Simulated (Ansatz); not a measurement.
**C2HCl2Si (SMILES C#C[Si](Cl)Cl) at UCAM-B3LYP/cc-pVDZ**

What is the energy change on altering one bond length of C2HCl2Si at UCAM-B3LYP/cc-pVDZ? 

The calculation is run with Ansatz 0.2.0.

69 further runs of the same task are left out: 69 set aside as unsound or not needed.

### Step 1. The system as given

C2HCl2Si has 6 atoms, charge 0, and is taken as a doublet. As SMILES, `C#C[Si](Cl)Cl`. The coordinates come from a PBE0-D4/def2-TZVP relaxation.

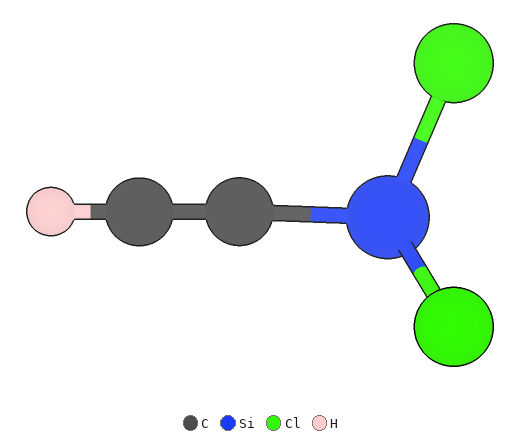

Viewed from a chosen angle; carbon dark grey, silicon blue, chlorine green, hydrogen pink.

### Step 2. A single-point energy at UCAM-B3LYP/cc-pVDZ

run.yaml reads:

```yaml
crystal:
  periodic: [false, false, false]
  atoms:
    - {symbol: C, position_ang: [1.324500, 0.483500, 1.111500]}
    - {symbol: C, position_ang: [0.521500, 0.095400, 0.297200]}
    - {symbol: Si, position_ang: [-0.504400, -0.583800, -1.021800]}
    - {symbol: Cl, position_ang: [-1.914000, -1.830600, -0.226100]}
    - {symbol: Cl, position_ang: [-1.406000, 0.937000, -2.046300]}
    - {symbol: H, position_ang: [2.020400, 0.834500, 1.839400]}
basis:
  gaussian:
    orbitals: cc-pVDZ
magnetization:
  spin_polarized: true
  initial_magnetization: 1
hamiltonian:
  xc: {name: CAM-B3LYP}
accuracy: high
output: {orbitals: {seedname: orbitals}}
```

The run is started by

```console
ansatz run run.yaml --threads 1 --pin off --max-ram 3480MiB --events-out events.jsonl --progress --plain --runs-dir runs
```

The log of the run:

```text
Warning: RAYON_NUM_THREADS=1 ignored (pool sized by the plan → 1); use --threads N
Functional definition: CAM-B3LYP
  name "CAM-B3LYP"
  parameter alpha = 0.19
  parameter beta = 0.46
  parameter omega = 0.33/bohr
  parameter ac = 0.81
  exchange = (1 - alpha - beta)*b88_x + beta*b88_x_sr(omega) + alpha*exact_x + beta*exact_x_lr(omega)
  correlation = (1 - ac)*vwn5_c + ac*lyp_c
1884 factors; integrals over basis functions are off by at most 3.9e-9 eV
422 factors; integrals over basis functions are off by at most 1.7e-9 eV
mean field evaluation 1: about -35008.6425 eV, gradient 2.5e1 eV
mean field evaluation 2: about -35009.2085 eV, gradient 2.3e1 eV
mean field evaluation 4: about -35012.3388 eV, gradient 2.9e0 eV
mean field evaluation 8: about -35012.5327 eV, gradient 2.0e-1 eV
mean field evaluation 16: about -35012.5331 eV, gradient 5.7e-4 eV
mean field -35012.53311585 eV, -1286.6868596601 hartree, gradient 1.0e-7 eV, S^2 0.753797; 0 other end points of the search recorded, 0 dependent functions left out
reference -35012.53313539 eV, -1286.6868603784 hartree; 31, 30 occupied and 56, 57 virtual orbitals, 1884 factors
Total energy: -35012.53313539 eV, -1286.6868603784 hartree
```

Wall time 19 s (1 thread of Arm Neoverse V2, shared host); peak memory 0.54 GiB.

### Step 3. The distorted shape, same level

input.yaml reads:

```yaml
crystal:
  periodic: [false, false, false]
  atoms:
    - {symbol: C, position_ang: [1.632278, 0.687265, 1.507210]}
    - {symbol: C, position_ang: [0.829278, 0.299165, 0.692910]}
    - {symbol: Si, position_ang: [-0.504400, -0.583800, -1.021800]}
    - {symbol: Cl, position_ang: [-1.914000, -1.830600, -0.226100]}
    - {symbol: Cl, position_ang: [-1.406000, 0.937000, -2.046300]}
    - {symbol: H, position_ang: [2.328178, 1.038265, 2.235110]}
basis:
  gaussian:
    orbitals: cc-pVDZ
magnetization:
  spin_polarized: true
  initial_magnetization: 1
hamiltonian:
  xc: {name: CAM-B3LYP}
accuracy: high
output:
  orbitals: {seedname: orbitals}
```

The run is started by

```console
ansatz run input.yaml --threads 1 --pin off --max-ram 3480MiB --events-out events.jsonl --progress --plain --runs-dir runs
```

The log of the run (excerpt; [...] marks lines left out):

```text
Warning: RAYON_NUM_THREADS=1 ignored (pool sized by the plan → 1); use --threads N
[... 2 set-up lines as earlier in the session ...]
[...]
1862 factors; integrals over basis functions are off by at most 3.3e-9 eV
435 factors; integrals over basis functions are off by at most 1.3e-9 eV
[...]
mean field -35011.12178695 eV, -1286.6349942796 hartree, gradient 8.2e-8 eV, S^2 0.756012; 0 other end points of the search recorded, 0 dependent functions left out
reference -35011.12180740 eV, -1286.6349950311 hartree; 31, 30 occupied and 56, 57 virtual orbitals, 1862 factors
Total energy: -35011.12180740 eV, -1286.6349950311 hartree
```

It took 19 s on 1 thread of Arm Neoverse V2, shared host; peak memory 0.53 GiB.

### Step 4. Outcome

Level: UCAM-B3LYP/cc-pVDZ.

| quantity | value |
| --- | --- |
| first shape: total energy | -1286.68686 Eh |
| first shape: HOMO energy (highest over α and β) | -7.80 eV |
| first shape: LUMO energy (lowest over α and β) | -2.16 eV |
| first shape: ⟨S²⟩ | 0.754 |
| distorted shape: total energy | -1286.63500 Eh |
| distorted shape: HOMO energy (highest over α and β) | -8.54 eV |
| distorted shape: LUMO energy (lowest over α and β) | -3.03 eV |
| distorted shape: ⟨S²⟩ | 0.756 |
| energy change with the C2–Si3 bond stretched from 1.804 to 2.345 Å | 1.411 eV |

In words: With the C2–Si3 bond stretched from 1.804 to 2.345 Å the energy rises by 1.41 eV (136 kJ/mol). The first shape isn't relaxed at this level, so the change isn't measured from a minimum.
